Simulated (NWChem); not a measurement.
# CH8Si2 (SMILES [SiH3]C[SiH3]): B3LYP/def2-SVP

What is the energy change on altering one bond length of CH8Si2 at B3LYP/def2-SVP? 

The results are computed with NWChem 7.3.0.

4 further runs of the same task are left out: 4 that didn't finish.

### 1 The structure to begin with

CH8Si2 has 11 atoms, charge 0, and is taken as a singlet. SMILES: `[SiH3]C[SiH3]`. Geometry: relaxed at PBE0-D4/def2-TZVP.

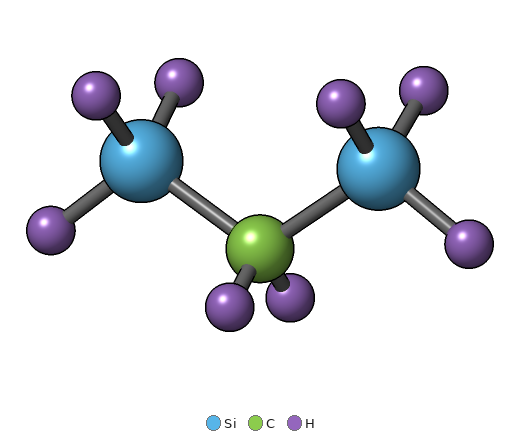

Viewed from a chosen angle; silicon blue, carbon green, hydrogen purple.

### 2 Energy and forces at B3LYP/def2-SVP

File mymol.nw:

```
echo
start mymol
title "CH8Si2 B3LYP"
memory stack 880 mb heap 220 mb global 1100 mb

geometry units angstrom noautosym nocenter noautoz
   Si      -1.158980       1.034720      -0.344660
   C       -0.286340      -0.621440      -0.365590
   Si       1.335180      -0.652340       0.569590
   H       -2.435800       0.976800      -1.106490
   H       -0.293510       2.078920      -0.955560
   H       -1.463790       1.436810       1.054620
   H       -0.954100      -1.377620       0.060730
   H       -0.099440      -0.908830      -1.405770
   H        1.110650      -0.304370       1.998260
   H        2.282060       0.336720      -0.011600
   H        1.964060      -1.999380       0.506460
end

basis spherical bse
   * library def2-SVP
end

dft
   xc b3lyp
   grid fine
   convergence energy 1e-08
   iterations 100
   mulliken
   noprint "final vectors analysis"
end

task dft gradient
```

Launch:

```sh
$ nwchem mymol.nw > mymol.out
```

Output:

```text
[...]
          Wavefunction type:  closed shell.
          No. of atoms     :    11
          No. of electrons :    42
[...]
          Charge           :     0
          Spin multiplicity:     1
[...]
          AO basis - number of functions:    90
[...]
              XC Information
              --------------
                         B3LYP Method XC Potential
                     Hartree-Fock (Exact) Exchange  0.200
                        Slater Exchange Functional  0.800 local
                    Becke 1988 Exchange Functional  0.720 non-local
              Lee-Yang-Parr Correlation Functional  0.810
                  VWN I RPA Correlation Functional  0.190 local
[...]
 d= 0,ls=0.0,diis     1   -621.7028144584 -7.73D+02  5.53D-03  2.08D-01     2.4
[...]
 d= 0,ls=0.0,diis     8   -621.7300789681 -5.01D-10  5.33D-07  1.71D-09    16.0
         Total DFT energy =     -621.730078968144
      One electron energy =    -1159.452579861259
           Coulomb energy =      436.468900504274
    Exchange-Corr. energy =      -50.276361248369
 Nuclear repulsion energy =      151.529961637210
[...]
      Total Density - Mulliken Population Analysis
     ---------------------------------------------
    Atom       Charge   Shell Charges
 -----------   ------   -------------------------------------------------------
    1 Si  14    13.59   2.00  1.98  1.04  0.19  5.93  1.31  0.95  0.19
    2 C    6     6.42   1.99  0.91  0.28  2.15  1.09  0.01
    3 Si  14    13.59   2.00  1.98  1.04  0.19  5.93  1.31  0.95  0.19
    4 H    1     1.09   0.75  0.33  0.01
    5 H    1     1.09   0.75  0.33  0.01
    6 H    1     1.09   0.75  0.33  0.01
    7 H    1     0.93   0.73  0.17  0.03
    8 H    1     0.93   0.73  0.17  0.03
    9 H    1     1.09   0.75  0.33  0.01
   10 H    1     1.09   0.75  0.33  0.01
[...]
  wavefunction    = closed shell
                         DFT ENERGY GRADIENTS
    atom               coordinates                        gradient
                 x          y          z           x          y          z
   1 Si     -2.190155   1.955337  -0.651313    0.003329  -0.003752   0.000742
   2 C      -0.541104  -1.174351  -0.690865   -0.000611  -0.001311  -0.000763
   3 Si      2.523124  -1.232744   1.076369   -0.004381   0.001461  -0.002085
   4 H      -4.602995   1.845884  -2.090963    0.001842  -0.000081   0.001048
   5 H      -0.554653   3.928589  -1.805747   -0.001010  -0.001633   0.000836
   6 H      -2.766162   2.715177   1.992943    0.000565  -0.000772  -0.001866
   7 H      -1.802988  -2.603324   0.114763    0.003575   0.004184  -0.002033
   8 H      -0.187914  -1.717440  -2.656520   -0.000830   0.001764   0.005520
   9 H       2.098824  -0.575176   3.776164    0.000058  -0.000429  -0.002049
  10 H       4.312468   0.636309  -0.021921   -0.001513  -0.001291   0.000650
  11 H       3.711535  -3.778280   0.957071   -0.001024   0.001860  -0.000002
[...]
```

Wall time 20 s (1 thread of Intel Xeon 6975P-C (Granite Rapids), shared host); peak memory 0.12 GiB.

### 3 The distorted shape: a single-point energy at B3LYP/def2-SVP

File sp.nw:

```
echo
START sp
memory 2200 mb

GEOMETRY units bohr noautosym nocenter noautoz
  Si  -1.49895911   1.04354834  -3.82435592
  C    0.15009150  -2.08614048  -3.86390789
  Si   3.21432020  -2.14453302  -2.09667381
  H   -3.91179922   0.93409540  -5.26400597
  H    0.13654216   3.01680036  -4.97878961
  H   -2.76616220   2.71517739   1.99294297
  H   -1.11179202  -3.51511358  -3.05827985
  H    0.50328131  -2.62922887  -5.82956321
  H    2.79002000  -1.48696502   0.60312121
  H    5.00366408  -0.27548049  -3.19496374
  H    4.40273117  -4.69006969  -2.21597222
END

BASIS spherical bse
  * library def2-SVP
END

DFT
  xc b3lyp
  grid fine
  convergence energy 1e-08
  maxiter 100
  mulliken
  print medium
END

TASK dft energy
```

Launch:

```sh
$ nwchem sp.nw > sp.out
```

Output:

```text
[...]
          Wavefunction type:  closed shell.
          No. of atoms     :    11
          No. of electrons :    42
[...]
          Charge           :     0
          Spin multiplicity:     1
[...]
          AO basis - number of functions:    90
[...]
              XC Information
              --------------
                         B3LYP Method XC Potential
                     Hartree-Fock (Exact) Exchange  0.200
                        Slater Exchange Functional  0.800 local
                    Becke 1988 Exchange Functional  0.720 non-local
              Lee-Yang-Parr Correlation Functional  0.810
                  VWN I RPA Correlation Functional  0.190 local
[...]
 d= 0,ls=0.0,diis     1   -621.4961330826 -7.69D+02  1.98D-02  3.04D-01     1.7
[...]
 d= 0,ls=0.0,diis    11   -621.5693964818 -9.21D-09  3.22D-06  6.63D-08    21.7
         Total DFT energy =     -621.569396481788
      One electron energy =    -1150.622915021687
           Coulomb energy =      431.582696523493
    Exchange-Corr. energy =      -50.096119812758
 Nuclear repulsion energy =      147.566941829164
[...]
      Total Density - Mulliken Population Analysis
     ---------------------------------------------
    Atom       Charge   Shell Charges
 -----------   ------   -------------------------------------------------------
    1 Si  14    13.63   2.00  1.98  1.10  0.29  5.92  1.18  1.00  0.15
    2 C    6     6.42   1.99  0.91  0.28  2.14  1.09  0.01
    3 Si  14    13.59   2.00  1.98  1.04  0.20  5.93  1.31  0.95  0.19
    4 H    1     1.05   0.73  0.31  0.01
    5 H    1     1.06   0.74  0.31  0.01
    6 H    1     1.18   0.50  0.68  0.00
    7 H    1     0.91   0.73  0.16  0.03
    8 H    1     0.91   0.72  0.16  0.03
    9 H    1     1.07   0.74  0.31  0.01
   10 H    1     1.09   0.75  0.33  0.01
[...]
```

Run time: 23 s. Hardware: 1 thread of Intel Xeon 6975P-C (Granite Rapids), shared host; peak memory 0.12 GiB.

### 4 Outcome

At B3LYP/def2-SVP:

| quantity | value |
| --- | --- |
| first shape: total energy | -621.73008 Eh |
| first shape: dipole moment | 0.84 D |
| first shape: largest force on an atom | 0.302 eV/Å |
| distorted shape: total energy | -621.56940 Eh |
| distorted shape: dipole moment | 3.33 D |
| distorted shape: HOMO energy | -6.14 eV |
| distorted shape: LUMO energy | -3.64 eV |
| distorted shape: HOMO–LUMO gap | 2.50 eV |
| energy change with the Si1–H6 bond stretched from 1.487 to 3.272 Å | 4.372 eV |

**Reading.** One bond (distorted shape) is far stretched, which a spin-restricted single reference describes badly; a broken-symmetry solution may lie lower. With the Si1–H6 bond stretched from 1.487 to 3.272 Å the energy rises by 4.37 eV (422 kJ/mol). The first shape isn't relaxed at this level, so the change isn't measured from a minimum. A restricted reference can't describe the breaking bond well at this length. The largest force (first shape) is 0.30 eV/Å: the shape isn't a stationary point for this species at this level.
